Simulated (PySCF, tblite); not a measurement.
# C12H8BFO: excited states

Aim: compute the excited states of C12H8BFO (`Fc1cccc2c1Bc1ccccc1O2`).

Computed with tblite 0.8.0 and PySCF 2.14.0 and routines of our own; the level stands in each step. Atoms count from 0.

## Step 1: The starting structure

23 atoms, charge 0, multiplicity 1; geometry from: force field or distance geometry start.

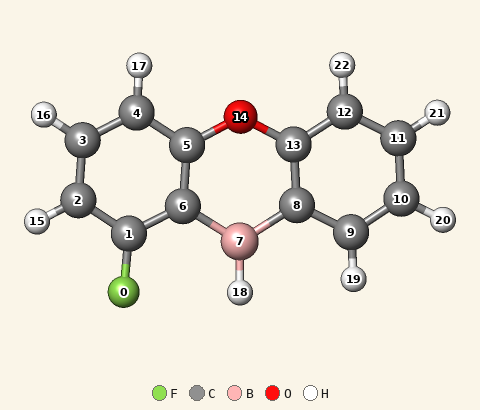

The starting geometry (fluorine green, carbon grey, boron pink, oxygen red, hydrogen white).

## Step 2: Geometry optimisation with GFN2-xTB

Job settings and geometry (Å):

```
{"job": {"kind": "relax", "xc": "GFN2-xTB", "basis": "xTB"}, "charge": 0, "multiplicity": 1}
F      2.665600     2.620900     0.440700
C      2.561300     1.279900     0.300700
C      3.743600     0.502800     0.318400
C      3.661000    -0.875500     0.172800
C      2.419400    -1.512400     0.049600
C      1.238200    -0.754500     0.033300
C      1.318600     0.650200     0.167100
B     -0.009100     1.467600     0.164200
C     -1.325300     0.636200    -0.001100
C     -2.587900     1.264600    -0.021200
C     -3.745800     0.496000    -0.174100
C     -3.656000    -0.895200    -0.293900
C     -2.407200    -1.517400    -0.262400
C     -1.230800    -0.760600    -0.128600
O      0.006100    -1.404400    -0.103600
H      4.695500     0.988300     0.434700
H      4.569600    -1.470800     0.188700
H      2.371100    -2.592800    -0.060900
H     -0.030700     2.643100     0.274200
H     -2.661300     2.343600     0.075200
H     -4.715000     0.986200    -0.186400
H     -4.552300    -1.481300    -0.407700
H     -2.333300    -2.587500    -0.355600
```

Launch:

```bash
$ OMP_NUM_THREADS=1 python excited_run.py task.json out
```

One launch serves the whole session: the jobs run in the order shown.

Log:

```text
step      E/eV     max force
  0   -1083.05107    1.842
  1   -1083.15134    0.699
  2   -1083.19820    0.560
  3   -1083.25111    0.331
  4   -1083.26367    0.316
  5   -1083.28019    0.247
  6   -1083.29296    0.314
  7   -1083.30901    0.341
  8   -1083.32041    0.232
  9   -1083.32752    0.232
 10   -1083.33171    0.204
 11   -1083.33506    0.126
 12   -1083.33794    0.121
 13   -1083.34031    0.106
 14   -1083.34229    0.119
 15   -1083.34440    0.123
 16   -1083.34693    0.120
 17   -1083.34945    0.101
 18   -1083.35127    0.077
 19   -1083.35238    0.080
 20   -1083.35316    0.065
 21   -1083.35384    0.059
 22   -1083.35438    0.045
 23   -1083.35468    0.031
 24   -1083.35480    0.022
 25   -1083.35485    0.013
 26   -1083.35487    0.008
```

Wall time 0.29 s (1 thread of Arm Neoverse V2, shared host).

The steps of the relaxation:

| step | energy from step 0 (eV) | largest force (eV/Å) |
| --- | --- | --- |
| 0 | 0.0000 | 1.8423 |
| 1 | -0.1003 | 0.6993 |
| 2 | -0.1471 | 0.5604 |
| 3 | -0.2000 | 0.3305 |
| 4 | -0.2126 | 0.3164 |
| 5 | -0.2291 | 0.2465 |
| 6 | -0.2419 | 0.3140 |
| 7 | -0.2579 | 0.3409 |
| 8 | -0.2693 | 0.2318 |
| 9 | -0.2765 | 0.2322 |
| 10 | -0.2806 | 0.2043 |
| 11 | -0.2840 | 0.1263 |
| 12 | -0.2869 | 0.1215 |
| 13 | -0.2892 | 0.1059 |
| 14 | -0.2912 | 0.1190 |
| 15 | -0.2933 | 0.1235 |
| 16 | -0.2959 | 0.1199 |
| 17 | -0.2984 | 0.1009 |
| 18 | -0.3002 | 0.0773 |
| 19 | -0.3013 | 0.0795 |
| 20 | -0.3021 | 0.0654 |
| 21 | -0.3028 | 0.0593 |
| 22 | -0.3033 | 0.0447 |
| 23 | -0.3036 | 0.0307 |
| 24 | -0.3037 | 0.0222 |
| 25 | -0.3038 | 0.0125 |
| 26 | -0.3038 | 0.0084 |

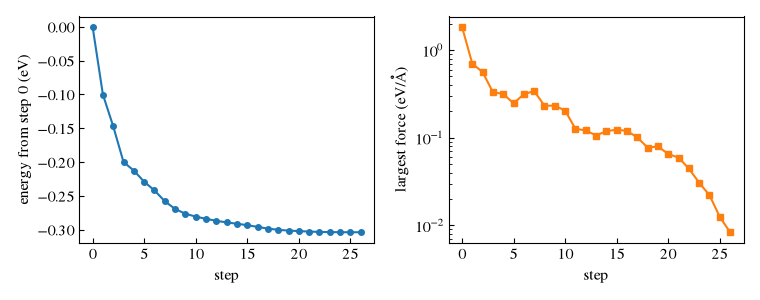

Energy and largest force along the relaxation.

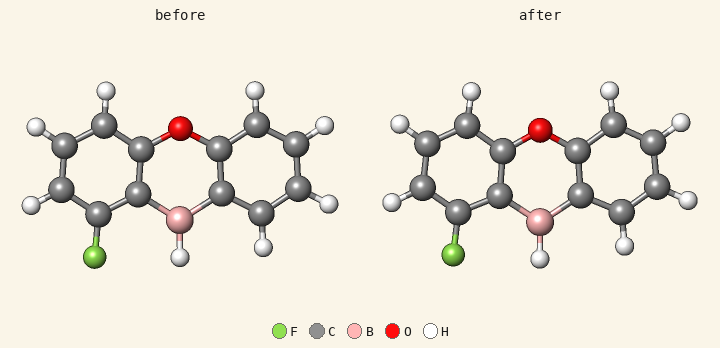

The geometry before (left) and after (right).

Distances of close pairs at the start and the end, largest changes first:

| bond | before (Å) | after (Å) | change (Å) |
| --- | --- | --- | --- |
| C5–O14 | 1.400 | 1.350 | -0.050 |
| C1–C2 | 1.415 | 1.375 | -0.040 |
| C13–O14 | 1.395 | 1.358 | -0.037 |
| B7–C8 | 1.566 | 1.535 | -0.031 |
| C3–C4 | 1.401 | 1.375 | -0.026 |
| C9–C10 | 1.398 | 1.375 | -0.023 |
| C6–B7 | 1.559 | 1.537 | -0.022 |
| C11–C12 | 1.396 | 1.376 | -0.020 |

The next job starts from the end point, and lists it.

## Step 3: Vibrational analysis with GFN2-xTB

Job settings and geometry (Å):

```
{"job": {"kind": "ir", "xc": "GFN2-xTB", "basis": "xTB"}, "charge": 0, "multiplicity": 1}
F      2.712413     2.566970     0.439466
C      2.568008     1.232770     0.307241
C      3.704231     0.457898     0.309661
C      3.571162    -0.920529     0.173358
C      2.326556    -1.490067     0.039025
C      1.184695    -0.681069     0.040052
C      1.271008     0.716090     0.175613
B     -0.019767     1.551392     0.169644
C     -1.295729     0.713231     0.009307
C     -2.593967     1.247562    -0.025659
C     -3.705331     0.450939    -0.171143
C     -3.559123    -0.929546    -0.288978
C     -2.306133    -1.496916    -0.260756
C     -1.180260    -0.681705    -0.112598
O      0.010711    -1.333335    -0.096110
H      4.672627     0.920071     0.415084
H      4.453105    -1.542412     0.173902
H      2.204355    -2.556331    -0.068247
H     -0.028728     2.714174     0.276962
H     -2.704236     2.318008     0.065973
H     -4.691730     0.889448    -0.194618
H     -4.431368    -1.556116    -0.402609
H     -2.167250    -2.563542    -0.350671
```

Log:

```text
mode    cm-1     km/mol
  1      62.1      0.54
  2      79.8      0.73
  3     181.0      1.58
  4     183.6      1.12
  5     212.6      0.09
  6     249.8      0.13
  7     295.3      2.46
  8     302.0      0.39
  9     361.0      0.50
 10     408.7      0.04
 11     452.5      8.62
 12     458.8      0.01
 13     482.1      4.47
 14     502.6      0.04
 15     514.2      2.80
 16     566.0      2.00
 17     579.1      0.18
 18     636.9      0.28
 19     662.0     14.77
 20     684.5      2.37
 21     697.4      0.55
 22     742.9    118.87
 23     782.0      2.94
 24     793.3     16.65
 25     805.8     35.93
 26     818.2      1.20
 27     855.6     11.01
 28     880.5      1.31
 29     881.0      0.44
 30     919.5      0.12
 31     922.1      0.06
 32     929.5      0.08
 33     984.0     73.25
 34    1045.1     68.46
 35    1083.3      0.08
 36    1095.8      2.00
 37    1118.9     13.34
 38    1167.7      0.51
 39    1173.7      3.84
 40    1186.0     31.43
 41    1204.8     43.60
 42    1219.5     30.98
 43    1234.0     26.77
 44    1250.5     17.77
 45    1282.9    138.81
 46    1336.8      2.87
 47    1346.2     35.91
 48    1413.1    114.53
 49    1424.2     63.18
 50    1433.7    199.26
 51    1453.9     21.47
 52    1546.6     19.97
 53    1559.1     97.24
 54    1593.7    140.94
 55    1599.8     11.18
 56    2672.2    132.50
 57    3078.6      0.85
 58    3083.9     21.67
 59    3092.9     75.59
 60    3093.4      1.05
 61    3098.8     36.96
 62    3107.4     24.33
 63    3113.6     19.40
```

Wall time 1.2 s (1 thread of Arm Neoverse V2, shared host).

Which atoms move in the most intense modes:

| cm⁻¹ | km/mol | atoms |
| --- | --- | --- |
| 743 | 118.9 | H18 25 %, B7 22 %, C6 13 %, C8 12 % |
| 1283 | 138.8 | B7 16 %, C1 11 % |
| 1413 | 114.5 | C5 10 % |
| 1434 | 199.3 | C6 22 %, C1 18 %, C5 12 % |
| 1559 | 97.2 | C11 16 %, C3 14 %, C13 12 %, C5 10 % |
| 1594 | 140.9 | C1 14 %, C4 14 %, C9 13 %, C12 11 % |
| 2672 | 132.5 | H18 92 % |
| 3093 | 75.6 | H20 32 %, H19 26 %, H22 24 % |

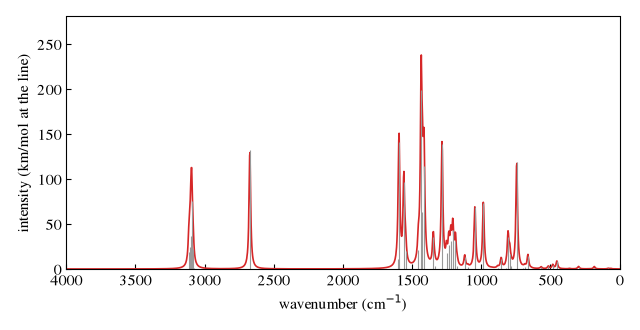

The infrared spectrum from these modes, unscaled. Lines are broadened to a width of 14 cm⁻¹ (Lorentzian).

## Step 4: Excited states: TDA LC-wPBE/def2-SVP

The job, as its differences from that of step 3:

```diff
@@ -1,2 +1,2 @@
-{"job": {"kind": "ir", "xc": "GFN2-xTB", "basis": "xTB"}, "charge": 0, "multiplicity": 1}
+{"job": {"kind": "states", "xc": "LC-wPBE", "basis": "def2-SVP", "tda": true, "soc": true, "nstates": 5, "ntriplets": 6, "nquad": 4}, "charge": 0, "multiplicity": 1}
 F      2.712413     2.566970     0.439466
```

Level: TDA LC-wPBE/def2-SVP excited states, vertical, gas phase, spin-orbit mean-field couplings.

Log:

```text
coarse grid: 21256 points
cycle   1  E = -660.8255117370  dE =  4.158e+00  |g| = 7.450e-01  |ddm| = 6.797e+00
cycle   2  E = -660.8805985817  dE = -5.509e-02  |g| = 6.717e-01  |ddm| = 1.520e+00
cycle   3  E = -660.9574408436  dE = -7.684e-02  |g| = 9.553e-02  |ddm| = 7.194e-01
cycle   4  E = -660.9592053889  dE = -1.765e-03  |g| = 4.225e-02  |ddm| = 1.858e-01
cycle   5  E = -660.9596278031  dE = -4.224e-04  |g| = 9.788e-03  |ddm| = 7.053e-02
cycle   6  E = -660.9596538593  dE = -2.606e-05  |g| = 3.150e-03  |ddm| = 1.821e-02
cycle   7  E = -660.9596574495  dE = -3.590e-06  |g| = 1.392e-03  |ddm| = 5.179e-03
final grid: 211496 points
cycle   8  E = -661.0844974307  dE = -4.746e-05  |g| = 9.823e-03  |ddm| = 4.365e-02
cycle   9  E = -661.0844954203  dE =  2.010e-06  |g| = 1.077e-02  |ddm| = 2.079e-02
cycle  10  E = -661.0845141305  dE = -1.871e-05  |g| = 5.093e-04  |ddm| = 9.557e-03
cycle  11  E = -661.0845142518  dE = -1.214e-07  |g| = 2.566e-04  |ddm| = 1.024e-03
cycle  12  E = -661.0845142761  dE = -2.426e-08  |g| = 1.015e-04  |ddm| = 4.551e-04
cycle  13  E = -661.0845142809  dE = -4.814e-09  |g| = 3.837e-05  |ddm| = 1.821e-04
cycle  14  E = -661.0845142826  dE = -1.718e-09  |g| = 1.778e-05  |ddm| = 1.272e-04
cycle  15  E = -661.0845142830  dE = -3.752e-10  |g| = 7.550e-06  |ddm| = 5.857e-05
converged SCF energy = -661.0845142830

Singlet excitations
state   eV       nm        f     d(h-e)  d(exc)  Lambda  PR(NTO)  |dmu|/D   mu/D   main configurations
  1   4.7336   261.9   0.11441   0.463   3.483   0.679   1.497    0.974    2.714   H->L 0.80, H-1->L+1 0.09
  2   5.2564   235.9   0.01937   0.405   3.137   0.686   2.330    1.186    3.121   H-2->L 0.33, H->L+1 0.31, H-1->L 0.20
  3   5.4897   225.8   0.25666   0.134   3.194   0.703   1.689    0.495    2.164   H-1->L 0.58, H-2->L 0.14, H->L+2 0.10
  4   6.1301   202.3   0.00028   0.382   2.923   0.480   1.059    1.617    2.546   H-4->L 0.84
  5   6.2874   197.2   0.00106   0.345   2.929   0.502   1.064                     H-5->L 0.85

Triplet excitations (Tamm-Dancoff)
state   eV     d(h-e)  d(exc)  Lambda  PR(NTO)   main configurations
  1   3.6221   0.403   3.188   0.690   1.357   H->L 0.75
  2   3.7369   0.137   2.788   0.725   2.245   H-1->L 0.44, H->L+1 0.10, H-3->L+2 0.10
  3   3.9812   0.014   2.511   0.793   3.655   H-3->L 0.32, H->L+3 0.20, H-1->L+2 0.14
  4   4.2784   0.083   2.832   0.685   2.063   H-2->L 0.42, H->L+1 0.32, H->L+2 0.15
  5   4.5950   0.237   3.039   0.723   2.879   H-1->L 0.26, H->L+1 0.25, H->L+2 0.16
  6   4.8334   0.127   2.729   0.792   3.530   H->L+3 0.27, H-3->L 0.24, H-2->L+1 0.17
S1 - T1 = 1.1115 eV

Spin-orbit couplings |<S|Hso|T>| (cm-1)
             T1       T2       T3       T4       T5       T6
S0        0.012    0.038    0.013    0.009    0.003    0.079
S1        0.006    0.010    0.015    0.026    0.044    0.003
S2        0.005    0.012    0.011    0.008    0.003    0.032
S3        0.026    0.020    0.004    0.007    0.008    0.026
S4        2.995    2.656    1.590    1.133    0.883    0.446
S5        1.918    1.570    2.108    1.357    0.389    0.078
T1 sublevels (cm-1): 0.000 0.001 0.001   radiative rates (1/s): 0.0084 0.000288 0.000256
```

Run time: 2.1 min. Hardware: 1 thread of Arm Neoverse V2, shared host; peak memory 1.3 GiB.

From this job:

| quantity | value |
| --- | --- |
| S1 less T1 | 1.11 eV |

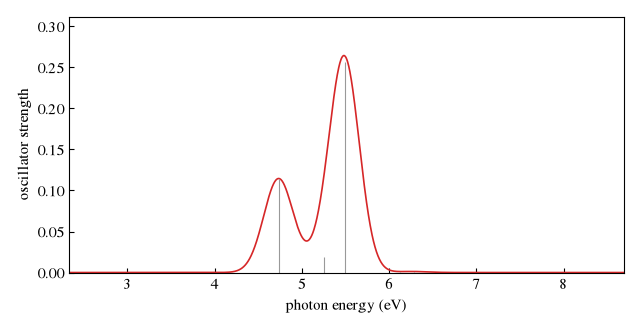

Absorption lines of the singlets. Lines are broadened to a width of 0.40 eV (Gaussian).

## Step 5: Results

| quantity | value |
| --- | --- |
| strongest single infrared mode (GFN2-xTB) | 1434 cm⁻¹, 199 km/mol |
| zero-point energy (GFN2-xTB) | 102.9 kcal/mol |
| S1 less T1 (step 4, TDA LC-wPBE/def2-SVP) | 1.11 eV |

**Reading.** No mode is imaginary among the 63: a minimum at this level. The strongest single mode, at 1434 cm⁻¹, is spread over many atoms; the largest shares are those of C6, C1. GFN2-xTB is a fitted tight-binding method: band positions and strengths are rough. Its intensities can rank the bands wrongly. In step 4, the number of triplets below S1 is 5, and the largest singlet-triplet spin-orbit coupling is S4–T1, 3.00 cm⁻¹.
